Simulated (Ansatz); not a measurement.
# B₂H₂OS₂: a spread of methods and bases

How do the results and run time of B₂H₂OS₂ respond when the settings are drawn wide?

The runs use Ansatz 0.2.0, Gaussian basis; the settings change from run to run.

## 1. The molecule

An earlier PBE0-D4 in a triple-zeta def2 set relaxation fixed the geometry.

SMILES `SB1OBS1`, 7 atoms, charge 0, spin multiplicity 1.

Atoms are counted from 1 here; the program's logs count them from 0.

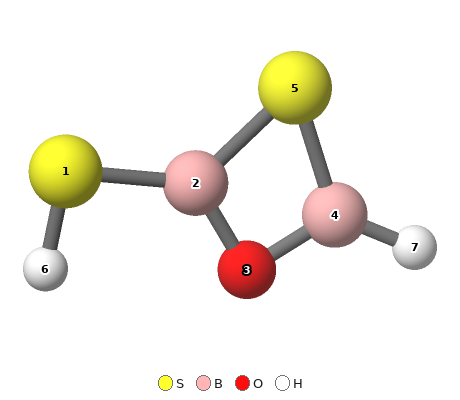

The geometry (sulfur yellow, boron pink, oxygen red, hydrogen white); atoms are numbered from 1 in the order of the file.

Coordinates:

| atom | x (Å) | y (Å) | z (Å) |
| --- | --- | --- | --- |
| S1 | -1.5947 | 0.7946 | 1.4025 |
| B2 | -0.2119 | 0.3121 | 0.3895 |
| O3 | -0.1814 | -0.6973 | -0.5714 |
| B4 | 1.1468 | -0.3956 | -0.8342 |
| S5 | 1.5014 | 0.9817 | 0.3210 |
| H6 | -2.4324 | -0.1208 | 0.8828 |
| H7 | 1.8336 | -0.9425 | -1.6360 |

## 2. PBEsol/def2-mTZVP

in.yaml reads:

```yaml
crystal:
  periodic: [false, false, false]
  atoms:
    - {symbol: S, position_ang: [-1.594661, 0.794557, 1.402522]}
    - {symbol: B, position_ang: [-0.211909, 0.312118, 0.389516]}
    - {symbol: O, position_ang: [-0.181402, -0.697276, -0.571372]}
    - {symbol: B, position_ang: [1.146791, -0.395641, -0.834233]}
    - {symbol: S, position_ang: [1.501353, 0.981660, 0.320998]}
    - {symbol: H, position_ang: [-2.432450, -0.120794, 0.882830]}
    - {symbol: H, position_ang: [1.833578, -0.942524, -1.635961]}
basis:
  gaussian: {orbitals: def2-mTZVP}
hamiltonian: {xc: {name: PBEsol}}
output: {forces: true}
```

Started as:

```bash
> ansatz run in.yaml --threads 2 --pin off --events-out ev --progress --plain --max-ram 4352MiB
```

The log of the run:

```text
Functional definition: PBEsol
  name "PBEsol"
  cite "Perdew et al., Phys. Rev. Lett. 100, 136406 (2008) doi:10.1103/PhysRevLett.100.136406"
  cite "Perdew, Burke & Ernzerhof, Phys. Rev. Lett. 77, 3865 (1996) doi:10.1103/PhysRevLett.77.3865"
  parent pbesol
  exchange = pbesol_x
  correlation = pbesol_c
1040 factors; their error is unknown
mean field evaluation 1: about -25039.2813 eV, gradient 6.0e1 eV
mean field evaluation 2: about -24996.1529 eV, gradient 1.5e2 eV
mean field evaluation 4: about -25046.1895 eV, gradient 1.2e1 eV
mean field evaluation 8: about -25046.5362 eV, gradient 2.1e-1 eV
mean field evaluation 16: about -25046.5054 eV, gradient 5.8e-4 eV
mean field -25046.50540307 eV, -920.4420964316 hartree, gradient 2.0e-5 eV, S^2 0.000000; 0 other end points of the search recorded, 0 dependent functions left out
the calculation of the forces begins
reference -25046.50544274 eV, -920.4420978896 hartree; 26, 26 occupied and 86, 86 virtual orbitals, 1040 factors
Total energy: -25046.50544274 eV, -920.4420978896 hartree
Atom 0 at    -1.594661     0.794557     1.402522 Å, force     0.228119     0.443513     0.324364 eV/Å
Atom 1 at    -0.211909     0.312118     0.389516 Å, force     0.006011     0.135251     0.125108 eV/Å
Atom 2 at    -0.181402    -0.697276    -0.571372 Å, force    -0.443610    -0.431439    -0.225220 eV/Å
Atom 3 at     1.146791    -0.395641    -0.834233 Å, force     0.122637     0.097277     0.042521 eV/Å
Atom 4 at     1.501353     0.981660     0.320998 Å, force     0.292284     0.270096     0.134406 eV/Å
Atom 5 at    -2.432450    -0.120794     0.882830 Å, force    -0.350766    -0.403319    -0.236237 eV/Å
Atom 6 at     1.833578    -0.942524    -1.635961 Å, force     0.145326    -0.111379    -0.164941 eV/Å
Dipole moment:    -0.211930    -0.131798    -0.038115 e Å
```

It took 1.7 s on 2 threads of Arm Neoverse V2, shared host; peak memory 0.39 GiB.

Largest force 0.659 eV/Å, dipole 1.21 D.

## 3. HF/def2-TZVPD

Options: atoms shaken by 0.15 Å.

in.yaml reads:

```yaml
crystal:
  periodic: [false, false, false]
  atoms:
    - {symbol: S, position_ang: [-1.679365, 0.854722, 1.273458]}
    - {symbol: B, position_ang: [-0.320000, 0.144673, 0.202050]}
    - {symbol: O, position_ang: [-0.192827, -0.659020, -0.452556]}
    - {symbol: B, position_ang: [1.344499, -0.278869, -0.916240]}
    - {symbol: S, position_ang: [1.392585, 1.168021, 0.253634]}
    - {symbol: H, position_ang: [-2.639379, 0.072521, 0.929390]}
    - {symbol: H, position_ang: [1.942969, -0.959903, -1.829742]}
basis:
  gaussian: {orbitals: def2-TZVPD}
hamiltonian: {xc: {name: HF}}
```

Launched as before.

The log of the run:

```text
Functional definition: HF
  name "HF"
  cite "Fock, Z. Phys. 61, 126 (1930) doi:10.1007/BF01340294"
  parent pbe
  exchange = exact_x
  correlation = 0
1549 factors; their error is unknown
mean field evaluation 1: about -25043.8897 eV, gradient 4.5e1 eV
mean field evaluation 2: about -25046.8857 eV, gradient 2.8e1 eV
mean field evaluation 4: about -25048.1990 eV, gradient 1.2e0 eV
mean field evaluation 8: about -25048.2059 eV, gradient 3.8e-2 eV
mean field -25048.49233034 eV, -920.5151146621 hartree, gradient 2.5e-5 eV, S^2 0.000000; 0 other end points of the search recorded, 0 dependent functions left out
reference -25048.49233034 eV, -920.5151146621 hartree; 26, 26 occupied and 198, 198 virtual orbitals, 1549 factors
Total energy: -25048.49233034 eV, -920.5151146621 hartree
```

It took 1.9 s on 2 threads of Arm Neoverse V2, shared host; peak memory 0.45 GiB.

## 4. HSE06/def2-SVPD

Options: charge +1, multiplicity 2, finite nuclei.

in.yaml reads:

```yaml
crystal:
  periodic: [false, false, false]
  atoms:
    - {symbol: S, position_ang: [-1.594661, 0.794557, 1.402522]}
    - {symbol: B, position_ang: [-0.211909, 0.312118, 0.389516]}
    - {symbol: O, position_ang: [-0.181402, -0.697276, -0.571372]}
    - {symbol: B, position_ang: [1.146791, -0.395641, -0.834233]}
    - {symbol: S, position_ang: [1.501353, 0.981660, 0.320998]}
    - {symbol: H, position_ang: [-2.432450, -0.120794, 0.882830]}
    - {symbol: H, position_ang: [1.833578, -0.942524, -1.635961]}
basis:
  gaussian: {orbitals: def2-SVPD, nuclear_model: gaussian}
total_charge: 1
magnetization: {spin_polarized: true, initial_magnetization: 1}
hamiltonian: {xc: {name: HSE06}}
output: {forces: true}
```

Launched as before.

The log of the run, cut to the lines that bear on the results:

```text
Functional definition: HSE06
  name "HSE06"
  cite "Heyd, Scuseria & Ernzerhof, J. Chem. Phys. 118, 8207 (2003) doi:10.1063/1.1564060"
  cite "Krukau, Vydrov, Izmaylov & Scuseria, J. Chem. Phys. 125, 224106 (2006) doi:10.1063/1.2404663"
  cite "Heyd & Scuseria, J. Chem. Phys. 120, 7274 (2004) doi:10.1063/1.1668634"
  cite "Ernzerhof & Perdew, J. Chem. Phys. 109, 3313 (1998) doi:10.1063/1.476928"
  cite "Perdew, Burke & Ernzerhof, Phys. Rev. Lett. 77, 3865 (1996) doi:10.1103/PhysRevLett.77.3865"
  parent pbe
[...]
  # The whole range is PBE's own exchange, as in plane waves. The composition of these papers is wPBEh.
[...]
1181 factors; their error is unknown
142 factors; integrals over basis functions are off by at most 8.0e-7 eV
[...]
mean field -25075.75925784 eV, -921.5171557655 hartree, gradient 4.6e-5 eV, S^2 0.763360; 3 other end points of the search recorded, 0 dependent functions left out
[...]
reference -25075.75932527 eV, -921.5171582435 hartree; 26, 25 occupied and 107, 108 virtual orbitals, 1181 factors
Total energy: -25075.75932527 eV, -921.5171582435 hartree
Atom 0 at    -1.594661     0.794557     1.402522 Å, force     0.212474     0.568201     0.449159 eV/Å
Atom 1 at    -0.211909     0.312118     0.389516 Å, force    -0.693685    -0.521645    -0.209710 eV/Å
Atom 2 at    -0.181402    -0.697276    -0.571372 Å, force     1.008050     0.720572     0.267821 eV/Å
Atom 3 at     1.146791    -0.395641    -0.834233 Å, force    -0.793251    -1.917834    -1.484300 eV/Å
Atom 4 at     1.501353     0.981660     0.320998 Å, force     0.362137     1.356029     1.132712 eV/Å
Atom 5 at    -2.432450    -0.120794     0.882830 Å, force    -0.262405    -0.295256    -0.171804 eV/Å
Atom 6 at     1.833578    -0.942524    -1.635961 Å, force     0.166681     0.089932     0.016122 eV/Å
Dipole moment:     0.035288     0.030398     0.013382 e Å
```

Run time: 7.5 s. Hardware: 2 threads of Arm Neoverse V2, shared host; peak memory 0.47 GiB.

Largest force 2.552 eV/Å, ⟨S²⟩ 0.763.

## 5. PBE/def2-mTZVP

Set apart from the defaults: D3(BJ) with three-body dispersion.

Edit in.yaml of step 4 so:

```diff
@@ -11,6 +11,4 @@
 basis:
-  gaussian: {orbitals: def2-SVPD, nuclear_model: gaussian}
-total_charge: 1
-magnetization: {spin_polarized: true, initial_magnetization: 1}
-hamiltonian: {xc: {name: HSE06}}
+  gaussian: {orbitals: def2-mTZVP}
+hamiltonian: {xc: {name: PBE}, dispersion: d3bjatm}
 output: {forces: true}
```

Same command.

The log of the run, cut to the lines that bear on the results:

```text
Functional definition: PBE
  name "PBE"
  cite "Perdew, Burke & Ernzerhof, Phys. Rev. Lett. 77, 3865 (1996) doi:10.1103/PhysRevLett.77.3865"
  parent pbe
[...]
1040 factors; their error is unknown
[...]
mean field -25094.51608862 eV, -922.2064565828 hartree, gradient 3.2e-5 eV, S^2 0.000000; 0 other end points of the search recorded, 0 dependent functions left out
[...]
reference -25094.51612859 eV, -922.2064580516 hartree; 26, 26 occupied and 86, 86 virtual orbitals, 1040 factors
Total energy: -25094.69908223 eV, -922.2131814740 hartree
Atom 0 at    -1.594661     0.794557     1.402522 Å, force     0.084195     0.431769     0.371734 eV/Å
Atom 1 at    -0.211909     0.312118     0.389516 Å, force    -0.028745     0.199945     0.200473 eV/Å
Atom 2 at    -0.181402    -0.697276    -0.571372 Å, force    -0.564960    -0.574609    -0.309924 eV/Å
Atom 3 at     1.146791    -0.395641    -0.834233 Å, force     0.347658    -0.022851    -0.163700 eV/Å
Atom 4 at     1.501353     0.981660     0.320998 Å, force     0.412115     0.382547     0.191503 eV/Å
Atom 5 at    -2.432450    -0.120794     0.882830 Å, force    -0.328771    -0.358026    -0.202631 eV/Å
Atom 6 at     1.833578    -0.942524    -1.635961 Å, force     0.078508    -0.058775    -0.087455 eV/Å
Dipole moment:    -0.204360    -0.126221    -0.035931 e Å
```

It took 1.6 s on 2 threads of Arm Neoverse V2, shared host; peak memory 0.39 GiB.

Largest force 0.863 eV/Å, dipole 1.17 D.

## 6. wB97M-V/6-31G

Options: high accuracy.

Edit in.yaml of step 5 so:

```diff
@@ -11,4 +11,5 @@
 basis:
-  gaussian: {orbitals: def2-mTZVP}
-hamiltonian: {xc: {name: PBE}, dispersion: d3bjatm}
+  gaussian: {orbitals: 6-31G}
+hamiltonian: {xc: {name: wB97M-V}}
+accuracy: high
 output: {forces: true}
```

Launched as before.

The log of the run:

```text
Functional definition: wB97M-V
  name "wB97M-V"
  cite "Mardirossian & Head-Gordon, J. Chem. Phys. 144, 214110 (2016) doi:10.1063/1.4952647"
  cite "Becke, J. Chem. Phys. 107, 8554 (1997) doi:10.1063/1.475007"
  cite "Vydrov & Van Voorhis, J. Chem. Phys. 133, 244103 (2010) doi:10.1063/1.3521275"
  # Of w^i u^j: cxij and so on, Table III.
  parameter omega = 0.3/bohr
  parameter cx = 0.15
  parameter cx01 = 1.007
  parameter cx10 = 0.259
  parameter css00 = 0.443
  parameter css04 = -1.437
  parameter css10 = -4.535
  parameter css20 = -3.390
  parameter css43 = 4.278
  parameter cos00 = 1.000
  parameter cos10 = 1.358
  parameter cos20 = 2.924
  parameter cos21 = -8.812
  parameter cos60 = -1.390
  parameter cos61 = 9.142
  parameter b = 6.0
  parameter c = 0.01
  gx(w, u) = 1 - cx + cx01*u + cx10*w
  gss(w, u) = css00 + css04*u^4 + css10*w + css20*w^2 + css43*w^4*u^3
  gos(w, u) = cos00 + cos10*w + (cos20 + cos21*u)*w^2 + (cos60 + cos61*u)*w^6
  exchange = spin_sum(e_x_unif_sr(omega)*gx(b97_w, b97_u_x)) + cx*exact_x_sr(omega) + exact_x_lr(omega)
  correlation = spin_sum(e_c_pw_mod_same_spin*gss(b97_w, b97_u_same))
      + integral(e_c_pw_mod_opposite_spin*gos(b97_w_opposite, b97_u_opposite)) + vv10(b, c)
1356 factors; integrals over basis functions are off by at most 3.8e-9 eV
359 factors; integrals over basis functions are off by at most 2.2e-9 eV
mean field evaluation 1: about -25096.5679 eV, gradient 4.0e1 eV
mean field evaluation 2: about -25096.6524 eV, gradient 4.5e1 eV
mean field evaluation 4: about -25100.1736 eV, gradient 1.8e0 eV
mean field evaluation 8: about -25100.2655 eV, gradient 6.3e-2 eV
mean field evaluation 16: about -25100.2655 eV, gradient 5.1e-5 eV
mean field -25100.26548771 eV, -922.4177431024 hartree, gradient 3.5e-8 eV, S^2 0.000000; 0 other end points of the search recorded, 0 dependent functions left out
the calculation of the forces begins
reference -25100.26549117 eV, -922.4177432293 hartree; 26, 26 occupied and 31, 31 virtual orbitals, 1356 factors
Total energy: -25100.26549117 eV, -922.4177432293 hartree
Atom 0 at    -1.594661     0.794557     1.402522 Å, force    -0.057701     0.479497     0.473528 eV/Å
Atom 1 at    -0.211909     0.312118     0.389516 Å, force    -0.934880     0.772997     1.111886 eV/Å
Atom 2 at    -0.181402    -0.697276    -0.571372 Å, force    -1.084069    -0.934405    -0.433689 eV/Å
Atom 3 at     1.146791    -0.395641    -0.834233 Å, force     1.801753    -0.997600    -1.683117 eV/Å
Atom 4 at     1.501353     0.981660     0.320998 Å, force     1.027720     1.015869     0.538701 eV/Å
Atom 5 at    -2.432450    -0.120794     0.882830 Å, force    -0.581503    -0.454880    -0.191025 eV/Å
Atom 6 at     1.833578    -0.942524    -1.635961 Å, force    -0.171320     0.118522     0.183716 eV/Å
Dipole moment:    -0.165363    -0.202953    -0.124434 e Å
```

Wall time 39 s (2 threads of Arm Neoverse V2, shared host); peak memory 0.44 GiB.

Largest force 2.660 eV/Å, dipole 1.39 D.

## 7. LC-wPBE/def2-TZVPP

Edit in.yaml of step 6 so:

```diff
@@ -11,5 +11,3 @@
 basis:
-  gaussian: {orbitals: 6-31G}
-hamiltonian: {xc: {name: wB97M-V}}
-accuracy: high
-output: {forces: true}
+  gaussian: {orbitals: def2-TZVPP}
+hamiltonian: {xc: {name: LC-wPBE}}
```

The command is unchanged.

The log of the run, cut to the lines that bear on the results:

```text
Functional definition: LC-wPBE
  name "LC-wPBE"
  cite "Vydrov & Scuseria, J. Chem. Phys. 125, 234109 (2006) doi:10.1063/1.2409292"
  cite "Heyd & Scuseria, J. Chem. Phys. 120, 7274 (2004) doi:10.1063/1.1668634"
  cite "Ernzerhof & Perdew, J. Chem. Phys. 109, 3313 (1998) doi:10.1063/1.476928"
  cite "Perdew, Burke & Ernzerhof, Phys. Rev. Lett. 77, 3865 (1996) doi:10.1103/PhysRevLett.77.3865"
  parent pbe
[...]
1175 factors; their error is unknown
359 factors; integrals over basis functions are off by at most 2.2e-5 eV
[...]
mean field -25099.99614686 eV, -922.4078450088 hartree, gradient 6.3e-5 eV, S^2 0.000000; 0 other end points of the search recorded, 0 dependent functions left out
reference -25099.99614687 eV, -922.4078450090 hartree; 26, 26 occupied and 179, 179 virtual orbitals, 1175 factors
Total energy: -25099.99614687 eV, -922.4078450090 hartree
```

It took 3.1 s on 2 threads of Arm Neoverse V2, shared host; peak memory 0.39 GiB.

## 8. wB97X-V/def2-mTZVP

Options: high accuracy.

Edit in.yaml of step 7 so:

```diff
@@ -11,3 +11,5 @@
 basis:
-  gaussian: {orbitals: def2-TZVPP}
-hamiltonian: {xc: {name: LC-wPBE}}
+  gaussian: {orbitals: def2-mTZVP}
+hamiltonian: {xc: {name: wB97X-V}}
+accuracy: high
+output: {forces: true}
```

The command is unchanged.

The log of the run:

```text
Functional definition: wB97X-V
  name "wB97X-V"
  cite "Mardirossian & Head-Gordon, Phys. Chem. Chem. Phys. 16, 9904 (2014) doi:10.1039/C3CP54374A"
  cite "Becke, J. Chem. Phys. 107, 8554 (1997) doi:10.1063/1.475007"
  cite "Vydrov & Van Voorhis, J. Chem. Phys. 133, 244103 (2010) doi:10.1063/1.3521275"
  parameter omega = 0.3/bohr
  parameter cx = 0.167
  parameter cx1 = 0.603
  parameter cx2 = 1.194
  parameter css0 = 0.556
  parameter css1 = -0.257
  parameter cos0 = 1.219
  parameter cos1 = -1.850
  parameter b = 6.0
  parameter c = 0.01
  exchange = spin_sum(e_x_unif_sr(omega)*poly(b97_u_x, 1 - cx, cx1, cx2)) + cx*exact_x_sr(omega) + exact_x_lr(omega)
  correlation = spin_sum(e_c_pw_same_spin*poly(b97_u_same, css0, css1))
      + integral(e_c_pw_opposite_spin*poly(b97_u_opposite, cos0, cos1)) + vv10(b, c)
2250 factors; integrals over basis functions are off by at most 3.8e-9 eV
422 factors; integrals over basis functions are off by at most 1.3e-9 eV
mean field evaluation 1: about -25099.9403 eV, gradient 4.6e1 eV
mean field evaluation 2: about -25099.0716 eV, gradient 5.4e1 eV
mean field evaluation 4: about -25103.6566 eV, gradient 1.7e0 eV
mean field evaluation 8: about -25103.8195 eV, gradient 1.3e-1 eV
mean field evaluation 16: about -25103.8195 eV, gradient 1.1e-4 eV
mean field -25103.81954218 eV, -922.5483521952 hartree, gradient 2.9e-8 eV, S^2 0.000000; 0 other end points of the search recorded, 0 dependent functions left out
the calculation of the forces begins
reference -25103.81954200 eV, -922.5483521886 hartree; 26, 26 occupied and 86, 86 virtual orbitals, 2250 factors
Total energy: -25103.81954200 eV, -922.5483521886 hartree
Atom 0 at    -1.594661     0.794557     1.402522 Å, force    -0.061745     0.082649     0.103397 eV/Å
Atom 1 at    -0.211909     0.312118     0.389516 Å, force    -0.042681     0.136990     0.146933 eV/Å
Atom 2 at    -0.181402    -0.697276    -0.571372 Å, force    -0.110860    -0.059373    -0.012043 eV/Å
Atom 3 at     1.146791    -0.395641    -0.834233 Å, force     0.299042    -0.116650    -0.232284 eV/Å
Atom 4 at     1.501353     0.981660     0.320998 Å, force     0.050120     0.034341     0.011493 eV/Å
Atom 5 at    -2.432450    -0.120794     0.882830 Å, force    -0.104820    -0.084637    -0.036750 eV/Å
Atom 6 at     1.833578    -0.942524    -1.635961 Å, force    -0.029056     0.006680     0.019253 eV/Å
Dipole moment:    -0.167226    -0.161502    -0.084321 e Å
```

Wall time 43 s (2 threads of Arm Neoverse V2, shared host); peak memory 0.64 GiB.

Largest force 0.396 eV/Å, dipole 1.19 D.

## 9. RPBE/def2-TZVPP

This run has charge +1, multiplicity 2, a point charge of 1.00 e beside it, D3(BJ) with three-body dispersion.

Edit in.yaml of step 8 so:

```diff
@@ -11,5 +11,6 @@
 basis:
-  gaussian: {orbitals: def2-mTZVP}
-hamiltonian: {xc: {name: wB97X-V}}
-accuracy: high
+  gaussian: {orbitals: def2-TZVPP, point_charges: [{charge: 1.00, position_ang: [4.956, -0.518, -0.714]}]}
+total_charge: 1
+magnetization: {spin_polarized: true, initial_magnetization: 1}
+hamiltonian: {xc: {name: RPBE}, dispersion: d3bjatm}
 output: {forces: true}
```

Launched as before.

The log of the run, cut to the lines that bear on the results:

```text
Functional definition: RPBE
  name "RPBE"
  cite "Hammer, Hansen & Nørskov, Phys. Rev. B 59, 7413 (1999) doi:10.1103/PhysRevB.59.7413"
  cite "Perdew, Burke & Ernzerhof, Phys. Rev. Lett. 77, 3865 (1996) doi:10.1103/PhysRevLett.77.3865"
[...]
1175 factors; their error is unknown
[...]
mean field -25094.44875801 eV, -922.2039822287 hartree, gradient 3.7e-5 eV, S^2 0.756228; 3 other end points of the search recorded, 0 dependent functions left out
[...]
reference -25094.44879968 eV, -922.2039837599 hartree; 26, 25 occupied and 179, 180 virtual orbitals, 1175 factors
Total energy: -25095.63210241 eV, -922.2474693332 hartree
Atom 0 at    -1.594661     0.794557     1.402522 Å, force    -0.303351     0.887180     0.929290 eV/Å
Atom 1 at    -0.211909     0.312118     0.389516 Å, force    -0.007012    -0.265382    -0.288802 eV/Å
Atom 2 at    -0.181402    -0.697276    -0.571372 Å, force     0.182305    -0.172604    -0.217830 eV/Å
Atom 3 at     1.146791    -0.395641    -0.834233 Å, force    -0.365585    -1.302629    -1.230310 eV/Å
Atom 4 at     1.501353     0.981660     0.320998 Å, force     0.270868     1.362807     1.141436 eV/Å
Atom 5 at    -2.432450    -0.120794     0.882830 Å, force    -0.354196    -0.402235    -0.225533 eV/Å
Atom 6 at     1.833578    -0.942524    -1.635961 Å, force     0.145809    -0.015939    -0.021390 eV/Å
Dipole moment:    -0.701570     0.096602     0.259417 e Å
```

Run time: 12 s. Hardware: 2 threads of Arm Neoverse V2, shared host; peak memory 0.54 GiB.

Largest force 1.829 eV/Å, ⟨S²⟩ 0.756.

## 10. The runs in one table

| level | charge | multiplicity | geometry | functions | energy (eV) | time |
| --- | --- | --- | --- | --- | --- | --- |
| PBEsol/def2-mTZVP | 0 | 1 | relaxed | 112 | -25046.505 | 1.7 s |
| HF/def2-TZVPD | 0 | 1 | shaken | 224 | -25048.492 | 1.9 s |
| HSE06/def2-SVPD | 1 | 2 | relaxed | 133 | -25075.759 | 7.5 s |
| PBE/def2-mTZVP | 0 | 1 | relaxed | 112 | -25094.699 | 1.6 s |
| wB97M-V/6-31G | 0 | 1 | relaxed | 57 | -25100.265 | 39 s |
| LC-wPBE/def2-TZVPP | 0 | 1 | relaxed | 205 | -25099.996 | 3.1 s |
| wB97X-V/def2-mTZVP | 0 | 1 | relaxed | 112 | -25103.820 | 43 s |
| RPBE/def2-TZVPP | 1 | 2 | relaxed, point charge | 205 | -25095.632 | 12 s |

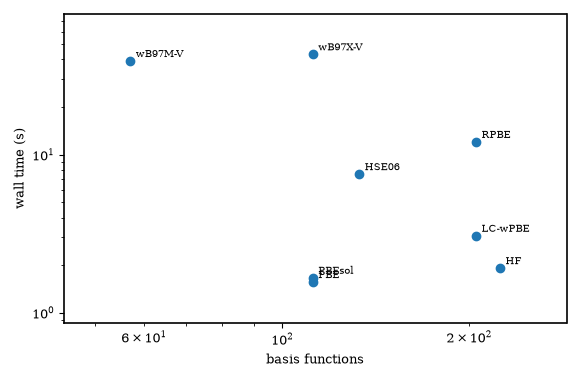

Wall time against the number of basis functions (shared host).

## 11. Outcome

| quantity | value |
| --- | --- |
| runs | 8 |
| quickest | PBE/def2-mTZVP, 1.6 s |
| slowest | wB97X-V/def2-mTZVP, 43 s |
| spread of total energies, same state and geometry | 57.3 eV |
| dipole, same state and geometry | 1.17 to 1.39 D |

**Reading.** Run time spans a factor of 28, from PBE/def2-mTZVP to wB97X-V/def2-mTZVP. The jobs differ in tasks and options as well as level. The totals spread over 57 eV; they can't be compared across methods or bases. At the PBE0-D4/def2-TZVP geometry and in the same state, runs without warnings or point charges leave forces up to 2.66 eV/Å (wB97M-V/6-31G). At that geometry and state the dipole changes by 19 % between the lowest and highest value.
